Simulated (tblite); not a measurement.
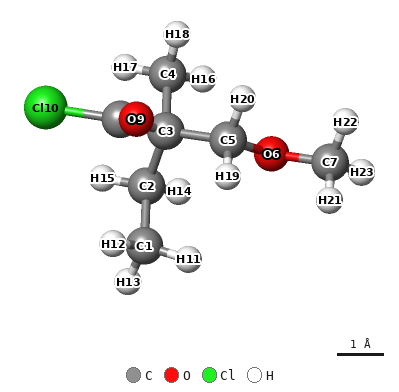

This is the input geometry for a relaxation of C$_{7}$H$_{13}$ClO$_{2}$. The picture is a ball-and-stick view, seen face on.

These are results of GFN2-xTB geometry optimisation, gas phase (tblite), not measurements.

```xyz
23

C    -1.8297   -1.4289    0.0355
C    -1.2702   -0.3021   -0.8358
C    -0.3882    0.7238   -0.0568
C     0.1369    1.7758   -1.0746
C     0.8111    0.0474    0.6358
O     1.5675   -0.6998   -0.3272
C     2.6889   -1.3372    0.2775
C    -1.2008    1.4569    1.0372
O    -0.8634    1.4216    2.2161
Cl   -2.6220    2.3053    0.4572
H    -1.0515   -2.0589    0.4521
H    -2.4456   -1.0358    0.8611
H    -2.4883   -2.0678   -0.5615
H    -0.6702   -0.7638   -1.6333
H    -2.1044    0.2051   -1.3251
H     0.8097    1.3124   -1.7860
H    -0.6702    2.2480   -1.6272
H     0.6866    2.5595   -0.5521
H     0.4820   -0.6211    1.4350
H     1.4686    0.8090    1.0896
H     2.3507   -2.0419    1.0499
H     3.3621   -0.5972    0.7224
H     3.2359   -1.8833   -0.4797
```

Predict the outcome.

The largest move after the best rigid fit is that of H14, 0.15 Å. Largest moves by element: H 0.15 Å, Cl 0.14 Å, O 0.12 Å, C 0.08 Å. Among the contacts that change: C3–C8 1.547 → 1.504 Å, C8–O9 1.227 → 1.186 Å, C5–O6 1.435 → 1.407 Å, O6–C7 1.425 → 1.403 Å. Among the angles between lasting bonds that change: C3–C8–O9 121.4° → 128.1°, O9–C8–Cl10 123.7° → 118.8°, O6–C7–H23 109.1° → 106.6°. After 67 geometry steps the energy has fallen by 4.85 kcal/mol. Cost: 0.51 s on 1 thread of Intel(R) Xeon(R) 6975P-C (shared host).

Step by step:

```
step  E − E(0), kcal/mol
   0                0.00
   1               -1.55
   2               -3.35
   3               -3.80
   4               -4.22
   5               -4.31
   6               -4.44
   7               -4.51
   8               -4.57
   9               -4.59
  10               -4.60
  13               -4.64
  16               -4.68
  19               -4.72
  22               -4.75
  25               -4.77
  28               -4.80
  31               -4.81
  34               -4.81
  37               -4.82
  40               -4.82
  43               -4.82
  46               -4.82
  49               -4.83
  52               -4.83
  55               -4.83
  58               -4.84
  61               -4.84
  64               -4.84
  67               -4.85
```

The structure at the end:

```xyz
23

C    -1.8633   -1.3807    0.0704
C    -1.2210   -0.3258   -0.8233
C    -0.3732    0.7083   -0.0579
C     0.1373    1.7778   -1.0348
C     0.8291    0.0397    0.6326
O     1.5718   -0.6760   -0.3242
C     2.6831   -1.3285    0.2303
C    -1.1929    1.3792    1.0097
O    -0.9774    1.4279    2.1749
Cl   -2.6234    2.1999    0.3718
H    -1.1134   -2.0157    0.5334
H    -2.4580   -0.9186    0.8559
H    -2.5171   -2.0145   -0.5239
H    -0.5624   -0.8081   -1.5460
H    -2.0020    0.2061   -1.3680
H     0.8396    1.3099   -1.7189
H    -0.6840    2.2071   -1.6016
H     0.6481    2.5746   -0.4981
H     0.4819   -0.6315    1.4312
H     1.4556    0.8129    1.1034
H     2.3798   -2.0446    1.0043
H     3.3866   -0.6126    0.6732
H     3.1706   -1.8600   -0.5842
```

After the run, drawn alike:

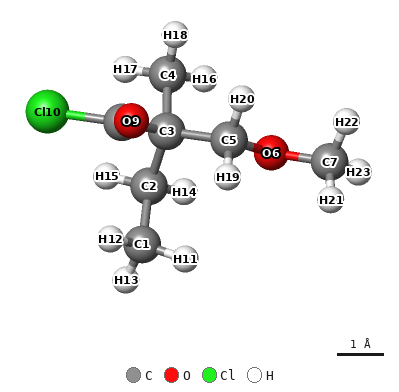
